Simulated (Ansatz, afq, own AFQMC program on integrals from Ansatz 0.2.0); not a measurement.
# AlSiH₂ (doublet): AFQMC on the coupled-cluster ladder at distance Si1–Al2 = 2.453 Å, cc-pVDZ, part 2 of 2

Ansatz 0.2.0, Gaussian basis, and an in-house AFQMC program (afq) on its integrals; all values are calculated; cc-pVDZ, frozen cores. The steps go on from the part before.

## Step 12: Free-projection AFQMC, CISD trial on ROHF

It reads the integrals that the CCSD(T) run on this determinant wrote.

Command:

```console
$ afq ham --method free --trial cisd --walkers 60 --time-step 0.03 --max-blocks 80 --target-error 0.00036 --factor-cut 1e-05 --seed 2047 --times 0,0.3,0.6,1.2,1.8,2.4,3.6,4.8,6 --taylor-order 8
```

Standard output:

```text
orbitals 36  electrons 5 4  factors 265 of 451
reference energy -531.92277880 Eh
CCSD correlation -0.16558568 Eh in 12 cycles, weight of the determinant in the CISD state 0.8697
repeat  energy at the last time / Eh  error
    10  -532.093635  0.001438
    20  -532.094701  0.000950
    30  -532.094598  0.000695
    40  -532.094748  0.000609
    50  -532.094732  0.000544
    60  -532.094728  0.000505
    70  -532.094719  0.000471
    80  -532.094664  0.000424
time / (1/Eh)  energy / Eh  error  mean overlap
  0.00  -532.088405  0.000095  1.1512
  0.30  -532.090548  0.000100  1.1510
  0.60  -532.091614  0.000112  1.1632
  1.20  -532.092831  0.000151  1.1694
  1.80  -532.093571  0.000191  1.1728
  2.40  -532.093983  0.000204  1.1622
  3.60  -532.094179  0.000260  1.1794
  4.80  -532.094396  0.000362  1.1701
  6.00  -532.094664  0.000424  1.1504
energy -532.094664 +/- 0.000424 Eh
```

Wall time 2.9 min (1 thread of Intel Xeon 6975P-C (Granite Rapids), shared host).

Energy -14479.0334 ± 0.0115 eV. Caveats: remainder of the start not in the error.

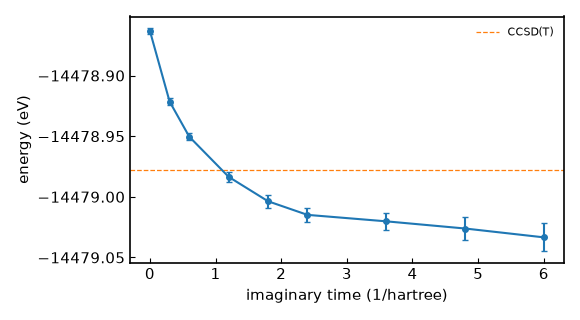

Energy against projection time, with error bars.

## Step 13: CCSD(T) on UHF

Contents of in.yaml:

```yaml
crystal:
  periodic: [false, false, false]
  atoms:
    - {symbol: Si, position_ang: [0.000000, 0.000000, 1.274311]}
    - {symbol: Al, position_ang: [0.000000, 0.000000, -1.178752]}
    - {symbol: H, position_ang: [0.000000, -1.380606, -1.976865]}
    - {symbol: H, position_ang: [0.000000, 1.380606, -1.976865]}
basis:
  gaussian: {orbitals: cc-pVDZ}
magnetization: {spin_polarized: true, initial_magnetization: 1}
correlation: {method: ccsd_t, electrons: outside_noble_gas, hamiltonian_folder: ham}
```

Command:

```console
$ ansatz run in.yaml --threads 1 --pin off --events-out ev --progress --plain --max-ram 1382MiB
```

Standard output (excerpt; [...] marks lines left out):

```text
Functional definition: HF
  name "HF"
  cite "Fock, Z. Phys. 61, 126 (1930) doi:10.1007/BF01340294"
  parent pbe
[...]
451 factors; integrals over basis functions are off by at most 9.9e-4 eV
[...]
mean field -14474.56634008 eV, -531.9305017844 hartree, gradient 2.3e-6 eV, S^2 1.264197; 28 other end points of the search recorded, 0 dependent functions left out
determinant -14474.56634008 eV, -531.9305017844 hartree, with singles and doubles -14478.79528422 eV, -532.0859126151 hartree
determinant -14474.36041550 eV, -531.9229341956 hartree, with singles and doubles -14478.45841168 eV, -532.0735327778 hartree
determinant -14474.10674536 eV, -531.9136119899 hartree, with singles and doubles -14478.49406580 eV, -532.0748430423 hartree
determinant -14473.81236209 eV, -531.9027936043 hartree, with singles and doubles -14477.92398006 eV, -532.0538927778 hartree
[...]
determinant -14474.56634008 eV, -531.9305017844 hartree, with singles and doubles -14478.84800255 eV, -532.0878499780 hartree
determinant -14474.36041550 eV, -531.9229341956 hartree, with singles and doubles -14478.48119409 eV, -532.0743700159 hartree
determinant -14474.10674536 eV, -531.9136119899 hartree, with singles and doubles -14478.49422527 eV, -532.0748489028 hartree
determinant -14474.44107288 eV, -531.9258982996 hartree, with singles and doubles -14478.86513012 eV, -532.0884794045 hartree
10 core orbitals not correlated: weight in the atoms' cores, before any rotation towards them, 1.000 or more for the frozen orbitals, at most 0.000 for the correlated occupied ones
reference -14474.56634008 eV, -531.9305017844 hartree; 5, 4 occupied and 31, 32 virtual orbitals, 451 factors
second order -3.10922312 eV of doubles, -0.00000000 eV of singles
cycle   1  -4.28166364 eV  change   -1.2e-6 eV  update   3.3e-6
perturbative correction -0.11816298 eV, -0.0043424094 hartree
Total energy: -14478.96616669 eV, -532.0921924303 hartree
```

It took 7.5 s on 1 thread of Intel Xeon 6975P-C (Granite Rapids), shared host.

From the report: ⟨S²⟩ of the determinant 1.264 (pure doublet: 0.75); correlation -4.3998 eV; T1 0.096; largest double amplitude 0.09. The determinant is far from a pure spin state, so its energy mixes those of several spin states (harmless only where they are near-degenerate, as at dissociation).

This run also writes the integrals to the folder ham.

## Step 14: CCSDT(Q) on UHF

in.yaml, as its differences from that of step 13:

```diff
@@ -10,2 +10,2 @@
 magnetization: {spin_polarized: true, initial_magnetization: 1}
-correlation: {method: ccsd_t, electrons: outside_noble_gas, hamiltonian_folder: ham}
+correlation: {method: ccsdt_q, electrons: outside_noble_gas}
```

The command is unchanged.

Standard output (excerpt; [...] marks lines left out):

```text
Functional definition: HF
  name "HF"
  cite "Fock, Z. Phys. 61, 126 (1930) doi:10.1007/BF01340294"
  parent pbe
[...]
860 factors; integrals over basis functions are off by at most 1.8e-7 eV
[...]
mean field -14474.56638654 eV, -531.9305034918 hartree, gradient 2.4e-6 eV, S^2 1.264200; 30 other end points of the search recorded, 0 dependent functions left out
determinant -14474.56638654 eV, -531.9305034918 hartree, with singles and doubles -14478.79533263 eV, -532.0859143943 hartree
determinant -14474.36046308 eV, -531.9229359445 hartree, with singles and doubles -14478.45846228 eV, -532.0735346372 hartree
determinant -14474.10678791 eV, -531.9136135538 hartree, with singles and doubles -14478.49411831 eV, -532.0748449721 hartree
determinant -14473.81241222 eV, -531.9027954468 hartree, with singles and doubles -14477.92402441 eV, -532.0538944077 hartree
[...]
determinant -14474.36046308 eV, -531.9229359445 hartree, with singles and doubles -14478.48123737 eV, -532.0743716062 hartree
determinant -14474.10678791 eV, -531.9136135538 hartree, with singles and doubles -14478.49427762 eV, -532.0748508268 hartree
determinant -14474.44111757 eV, -531.9258999421 hartree, with singles and doubles -14478.86518083 eV, -532.0884812682 hartree
10 core orbitals not correlated: weight in the atoms' cores, before any rotation towards them, 1.000 or more for the frozen orbitals, at most 0.000 for the correlated occupied ones
reference -14474.56638654 eV, -531.9305034918 hartree; 5, 4 occupied and 31, 32 virtual orbitals, 860 factors
second order -3.10926257 eV of doubles, -0.00000000 eV of singles
cycle   1  -3.81529462 eV  change   -7.1e-1 eV  update   8.5e-2
[...]
cycle  41  -4.44391827 eV  change   -3.9e-7 eV  update   2.7e-7
perturbative correction -0.00758765 eV, -0.0002788409 hartree
Total energy: -14479.01789246 eV, -532.0940933170 hartree
```

Wall time 19 s (1 thread of Intel Xeon 6975P-C (Granite Rapids), shared host); peak memory 0.27 GiB.

From the report: ⟨S²⟩ of the determinant 1.264 (pure doublet: 0.75); correlation -4.4515 eV; T1 0.115; largest double amplitude 0.12. The determinant is far from a pure spin state, so its energy mixes those of several spin states (harmless only where they are near-degenerate, as at dissociation).

## Step 15: Phaseless AFQMC, CISD trial on UHF

It reads the integrals that the CCSD(T) run on this determinant wrote.

Command:

```console
$ afq ham --method phaseless --trial cisd --walkers 60 --populations 1 --least-time 40 --time-step 0.005 --steps-per-block 50 --equilibration-blocks 28 --max-blocks 300 --target-error 0.00036 --factor-cut 1e-05 --start spin_pure --seed 78 --release-times 0.24,0.51,0.99,1.62,2.4 --release-step 0.03 --release-every 4 --taylor-order 6
```

Standard output:

```text
orbitals 36  electrons 5 4  factors 265 of 451
reference energy -531.93050178 Eh
CCSD correlation -0.15734808 Eh in 22 cycles, weight of the determinant in the CISD state 0.7423
energy of the start -532.064397 Eh
 block  time / (1/Eh)  mean weight  energy / Eh
     1     0.250  0.9998  -532.071544
     2     0.500  1.0000  -532.075561
     3     0.750  1.0007  -532.080646
     4     1.000  1.0004  -532.085642
     5     1.250  1.0001  -532.087647
     6     1.500  1.0000  -532.089621
     7     1.750  1.0018  -532.088207
     8     2.000  1.0001  -532.088465
     9     2.250  0.9998  -532.092779
    10     2.500  1.0002  -532.090490
    17     4.250  0.9995  -532.087693
    25     6.250  1.0014  -532.093900
    33     8.250  1.0011  -532.094644
    41    10.250  1.0008  -532.095780
    49    12.250  1.0007  -532.093537
    57    14.250  0.9990  -532.095140
    65    16.250  1.0010  -532.095098
    73    18.250  1.0000  -532.089726
    81    20.250  1.0021  -532.101345
    89    22.250  1.0025  -532.104655
    97    24.250  0.9999  -532.097508
   105    26.250  0.9981  -532.089308
   113    28.250  1.0001  -532.096503
   121    30.250  1.0016  -532.088158
   129    32.250  1.0010  -532.093918
   137    34.250  0.9991  -532.089487
   145    36.250  1.0002  -532.088088
   153    38.250  1.0002  -532.093691
   161    40.250  0.9992  -532.095097
   169    42.250  0.9998  -532.094247
   177    44.250  1.0012  -532.088551
   185    46.250  0.9996  -532.088575
   193    48.250  0.9996  -532.100775
   201    50.250  1.0011  -532.089180
   209    52.250  1.0009  -532.095819
   217    54.250  1.0003  -532.089174
   225    56.250  0.9988  -532.094379
   233    58.250  0.9985  -532.096599
   241    60.250  0.9995  -532.094352
   249    62.250  1.0004  -532.091236
   257    64.250  0.9998  -532.093234
   265    66.250  0.9992  -532.103078
   273    68.250  0.9997  -532.100039
   281    70.250  1.0005  -532.096186
   289    72.250  0.9975  -532.089500
   297    74.250  0.9994  -532.095317
   305    76.250  0.9987  -532.097261
   313    78.250  1.0005  -532.096677
   321    80.250  0.9981  -532.100245
blocks merged  error / Eh  count
     1  0.000217  300
     2  0.000277  150
     4  0.000353  75
     8  0.000423  37
    16  0.000471  18
    32  0.000545  9
released: time / (1/Eh)  energy / Eh  error  mean overlap
  0.24  -532.093659  0.000418  1.0013
  0.51  -532.093807  0.000557  0.9955
  0.99  -532.094059  0.000511  0.9955
  1.62  -532.094239  0.000514  0.9976
  2.40  -532.093727  0.000818  0.9949
energy -532.093496 +/- 0.000471 Eh
```

Run time: 3.5 min. Hardware: 1 thread of Intel Xeon 6975P-C (Granite Rapids), shared host.

Energy -14479.0016 ± 0.0128 eV. Caveats: constraint bias not in the error.

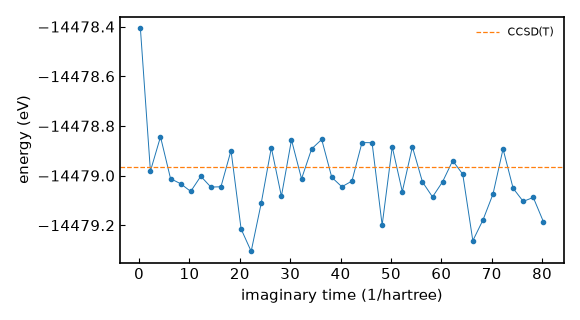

Block energies along the walk.

## Step 16: Phaseless AFQMC, single-determinant trial on UHF

It reads the integrals that the CCSD(T) run on this determinant wrote.

Command:

```console
$ afq ham --method phaseless --trial hf --walkers 120 --populations 1 --least-time 40 --time-step 0.005 --steps-per-block 20 --equilibration-blocks 112 --max-blocks 600 --target-error 0.00108 --factor-cut 1e-05 --start spin_pure --seed 2427 --taylor-order 6
```

Standard output:

```text
orbitals 36  electrons 5 4  factors 265 of 451
reference energy -531.93050178 Eh
CCSD correlation -0.15734808 Eh in 22 cycles, weight of the determinant in the CISD state 0.7423
energy of the start -531.933740 Eh
 block  time / (1/Eh)  mean weight  energy / Eh
     1     0.100  1.0006  -531.955266
     2     0.200  0.9998  -531.973634
     3     0.300  1.0005  -531.990317
     4     0.400  1.0013  -532.002673
     5     0.500  1.0004  -532.010389
     6     0.600  1.0003  -532.017974
     7     0.700  0.9992  -532.024387
     8     0.800  1.0006  -532.032256
     9     0.900  0.9998  -532.037738
    10     1.000  0.9998  -532.041410
    18     1.800  1.0001  -532.069871
    35     3.500  0.9993  -532.082755
    52     5.200  1.0018  -532.107858
    69     6.900  0.9994  -532.086295
    86     8.600  0.9994  -532.106448
   103    10.300  0.9998  -532.086964
   120    12.000  1.0008  -532.094353
   137    13.700  0.9999  -532.136510
   154    15.400  0.9998  -532.093934
   171    17.100  1.0033  -532.096187
   188    18.800  0.9996  -532.077825
   205    20.500  0.9997  -532.083828
   222    22.200  0.9996  -532.089880
   239    23.900  0.9995  -532.100989
   256    25.600  0.9995  -532.097063
   273    27.300  1.0003  -532.078463
   290    29.000  1.0001  -532.083617
   307    30.700  1.0017  -532.108345
   324    32.400  0.9986  -532.094336
   341    34.100  0.9986  -532.085693
   358    35.800  1.0000  -532.081878
   375    37.500  1.0008  -532.081955
   392    39.200  1.0019  -532.098140
   409    40.900  1.0005  -532.101641
   426    42.600  1.0003  -532.097454
   443    44.300  1.0008  -532.089248
   460    46.000  1.0006  -532.098013
   477    47.700  1.0003  -532.092780
   494    49.400  0.9991  -532.102542
   511    51.100  0.9995  -532.075750
   528    52.800  0.9995  -532.102900
   545    54.500  1.0000  -532.102314
   562    56.200  1.0006  -532.120000
   579    57.900  1.0007  -532.084788
   596    59.600  0.9992  -532.076907
   613    61.300  1.0009  -532.070751
   630    63.000  1.0009  -532.083861
   647    64.700  0.9995  -532.100549
   664    66.400  1.0000  -532.087801
   681    68.100  0.9992  -532.084409
   698    69.800  0.9989  -532.080948
blocks merged  error / Eh  count
     1  0.000506  600
     2  0.000692  300
     4  0.000936  150
     8  0.001214  75
    16  0.001565  37
    32  0.001934  18
    64  0.002266  9
energy -532.089548 +/- 0.001934 Eh
```

It took 2.2 min on 1 thread of Intel Xeon 6975P-C (Granite Rapids), shared host.

Energy -14478.8942 ± 0.0526 eV. Caveats: constraint bias not in the error; error above the target.

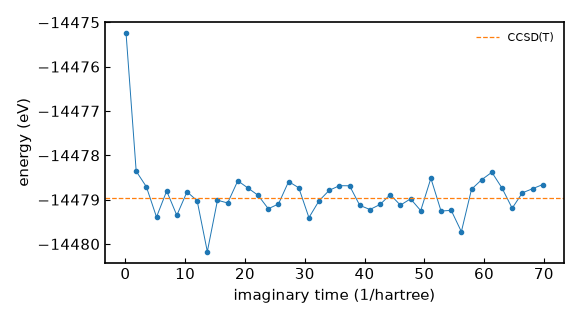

Block energies along the walk.

## Step 17: Free-projection AFQMC, CISD trial on UHF

It reads the integrals that the CCSD(T) run on this determinant wrote.

Command:

```console
$ afq ham --method free --trial cisd --walkers 60 --time-step 0.03 --max-blocks 80 --target-error 0.00036 --factor-cut 1e-05 --seed 2047 --times 0,0.3,0.6,1.2,1.8,2.4,3.6,4.8,6 --taylor-order 8
```

Standard output:

```text
orbitals 36  electrons 5 4  factors 265 of 451
reference energy -531.93050178 Eh
CCSD correlation -0.15734808 Eh in 22 cycles, weight of the determinant in the CISD state 0.7423
repeat  energy at the last time / Eh  error
    10  -532.097468  0.002221
    20  -532.096393  0.002083
    30  -532.095192  0.001540
    40  -532.094330  0.001343
    50  -532.094131  0.001136
    60  -532.094605  0.001004
    70  -532.094264  0.000930
    80  -532.094365  0.000857
time / (1/Eh)  energy / Eh  error  mean overlap
  0.00  -532.087656  0.000151  1.3480
  0.30  -532.089840  0.000195  1.3428
  0.60  -532.091500  0.000235  1.3256
  1.20  -532.092353  0.000256  1.3334
  1.80  -532.093587  0.000295  1.3204
  2.40  -532.093138  0.000330  1.3397
  3.60  -532.093750  0.000576  1.3458
  4.80  -532.093295  0.000584  1.3651
  6.00  -532.094365  0.000857  1.3560
energy -532.094365 +/- 0.000857 Eh
```

Run time: 2.6 min. Hardware: 1 thread of Intel Xeon 6975P-C (Granite Rapids), shared host.

Energy -14479.0253 ± 0.0233 eV. Caveats: remainder of the start not in the error; start is not spin pure; error above the target.

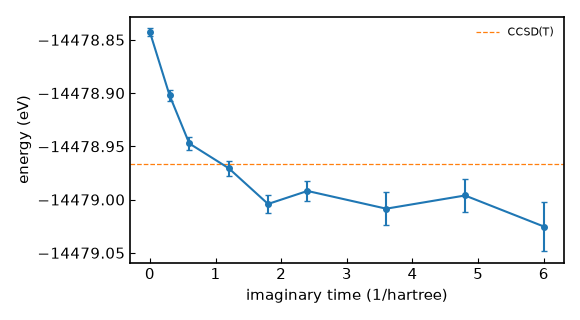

Energy against projection time, with error bars.

## Step 18: AFQMC on the ladder

On the ROHF determinant, counted from CCSDT(Q) (a yardstick, not exact):

```csv
level,energy (eV),from CCSDT(Q) (meV),statistical error (meV),time
HF,-14474.3562,+4662.1,,
MP2,-14477.8008,+1217.4,,
CCSD,-14478.8620,+156.3,,
CCSD(T),-14478.9782,+40.1,,
CCSDT(Q),-14479.0183,0.0,,
"Phaseless AFQMC, CISD trial, step 0.005, 60 walkers",-14478.9916,+26.7,7.7,2.2 min
"Phaseless AFQMC, single-determinant trial, step 0.005, 120 walkers",-14479.0293,-11.0,40.7,2.2 min
"Free-projection AFQMC, CISD trial, step 0.03, 60 walkers",-14479.0334,-15.2,11.5,2.9 min
```

On the UHF determinant, counted from CCSDT(Q) (a yardstick, not exact):

```csv
level,energy (eV),from CCSDT(Q) (meV),statistical error (meV),time
HF,-14474.5663,+4451.6,,
MP2,-14477.6756,+1342.3,,
CCSD,-14478.8480,+169.9,,
CCSD(T),-14478.9662,+51.7,,
CCSDT(Q),-14479.0179,0.0,,
"Phaseless AFQMC, CISD trial, step 0.005, 60 walkers",-14479.0016,+16.2,12.8,3.5 min
"Phaseless AFQMC, single-determinant trial, step 0.005, 120 walkers",-14478.8942,+123.7,52.6,2.2 min
"Free-projection AFQMC, CISD trial, step 0.03, 60 walkers",-14479.0253,-7.4,23.3,2.6 min
```

The functionals' totals stand on their own zeros and serve differences with other points: PBE -14495.964 eV; r2SCAN -14502.288 eV; PBE0 -14497.424 eV; B3LYP -14505.111 eV; wB97M-V -14502.729 eV; B2PLYP -14497.104 eV.

## Step 19: Summary of results

This closing draws on all 2 parts.

| quantity | value |
| --- | --- |
| CCSD(T) on ROHF from CCSDT(Q) | +40.1 meV |
| Phaseless AFQMC, CISD trial on ROHF from CCSDT(Q) | +26.7 ± 7.7 meV |
| Phaseless AFQMC, single-determinant trial on ROHF from CCSDT(Q) | -11.0 ± 40.7 meV |
| Free-projection AFQMC, CISD trial on ROHF from CCSDT(Q) | -15.2 ± 11.5 meV |
| CCSD(T) on UHF from CCSDT(Q) | +51.7 meV |
| Phaseless AFQMC, CISD trial on UHF from CCSDT(Q) | +16.2 ± 12.8 meV |
| Phaseless AFQMC, single-determinant trial on UHF from CCSDT(Q) | +123.7 ± 52.6 meV |
| Free-projection AFQMC, CISD trial on UHF from CCSDT(Q) | -7.4 ± 23.3 meV |

On ROHF the phaseless walk with the CISD trial lies +26.7 meV from CCSDT(Q), 3 times its error bar. Free projection has no constraint; at the last time it gives -15.2 ± 11.5 meV. On UHF the phaseless walk with the CISD trial lies +16.2 meV from CCSDT(Q), within three error bars. Free projection has no constraint; at the last time it gives -7.4 ± 23.3 meV, and from a start that isn't spin pure other spins can mix in. Error bars are statistical and leave out the constraint, the time step and what remains of the start.
